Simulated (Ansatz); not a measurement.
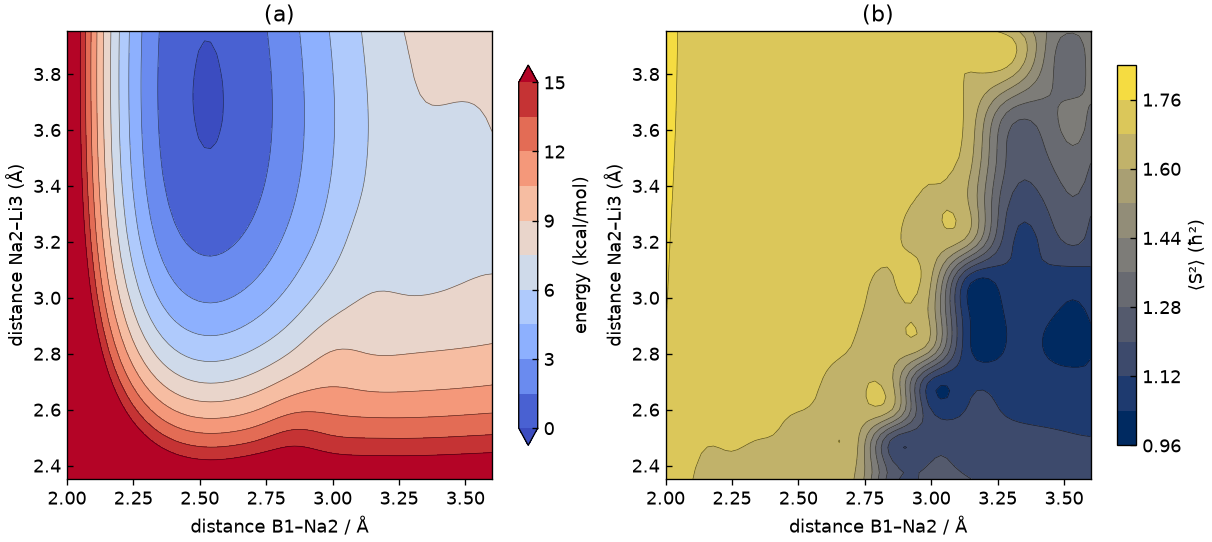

The system B + NaLi, spin multiplicity 2. Coordinates scanned: (1) distance B1–Na2; (2) distance Na2–Li3. Nothing is relaxed (the angle B1–Na2–Li3 is fixed at 160 degrees). The grid has 14 × 14 points. Points are written as (first, second). Energies: kcal/mol, counted from the lowest grid point. In part of the range the unrestricted reference is strongly spin-contaminated. Theory: UHF/def2-SVPD in Ansatz 0.2.0.

Panel (a) is the energy and panel (b) the computed ⟨S²⟩ on the same grid.

The picture shows filled contours, one colour for all values above the top of the scale. Between grid points the surface is interpolated.

Q: How does the ⟨S²⟩ vary over the map, and what is it at the lowest grid point?

A: Leaving out the highest fifth of the energies, it runs from 1.03 ħ² at (3.442 Å, 2.814 Å) to 1.75 ħ² at (2.057 Å, 3.952 Å). At the lowest grid point, (2.586 Å, 3.640 Å), it is 1.73 ħ².
